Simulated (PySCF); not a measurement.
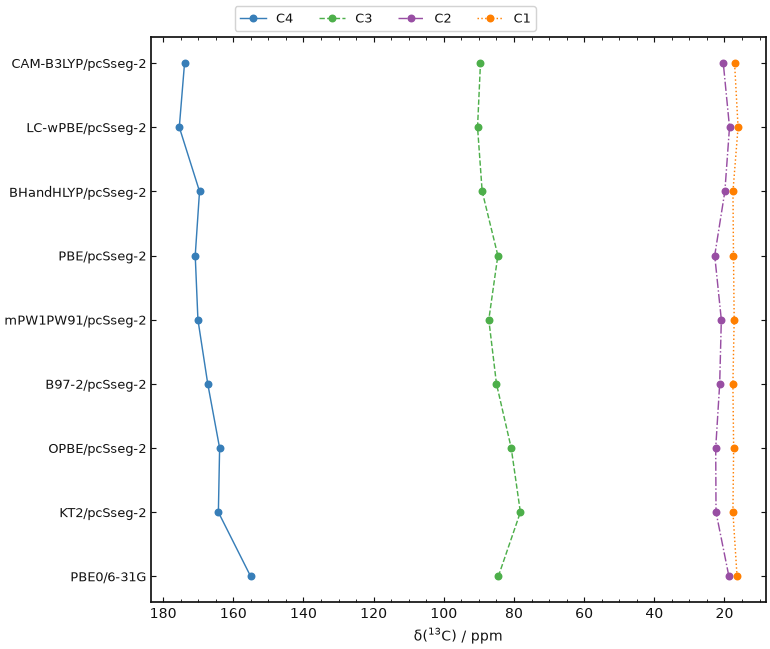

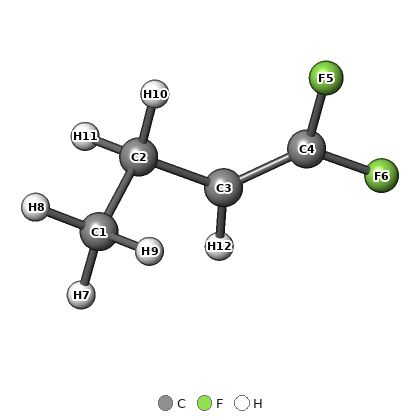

GIAO ¹³C shifts of C₄H₆F₂, SMILES CCC=C(F)F at several levels, one geometry, PySCF 2.14.0, at a PBE0-D3(BJ)/def2-SVP geometry (no frequency check); values of one conformer, averaged over nuclei that symmetry or rotation about single bonds exchange, these motions taken as fast; other conformers aren't averaged in; each against TMS at the same level.

Question: Which of the plotted signals depends most on the level, and by how much?

Answer: That of C4: from 155.1 ppm (PBE0/6-31G) to 175.4 ppm (LC-wPBE/pcSseg-2), a spread of 20.3 ppm. The steadiest, C1, moves by 1.5 ppm.

Question: Do all levels give the signals in the same order?

Answer: Yes, the order of the signals is the same at every level.
